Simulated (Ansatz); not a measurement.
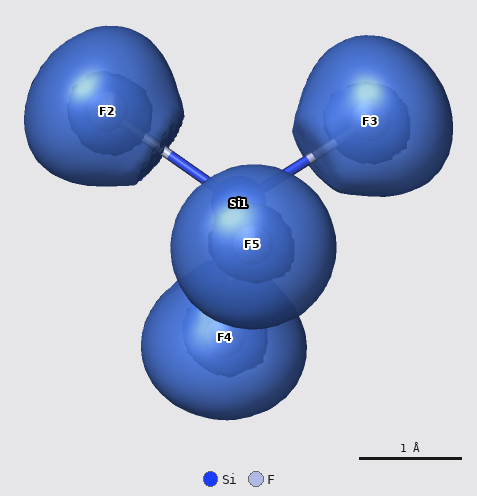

The picture shows: SiF4. Isosurface of the ELF at 0.75 (blue), seen at an oblique angle. Only the valence region is drawn (cores and ρ < 0.01 e/Å³ removed).

Level of theory: Ansatz, DFT B3LYP, Gaussian basis def2-SVP.

```xyz
5

Si    0.0000    0.0000    0.0000
F     0.9182    0.9182    0.9182
F     0.9182   -0.9182   -0.9182
F    -0.9182    0.9182   -0.9182
F    -0.9182   -0.9182    0.9182
```

**What do the ELF domains correspond to?**

The ELF exceeds this value in four regions wrapped around F (its lone pairs, merged into a ring or cap). Along the contacts the grid gives the following. Si–F (1.59 Å): the ELF peaks at about 0.85 in the valence shell of F, 0.6 Å from its nucleus, and is about 0.50 at the midpoint.
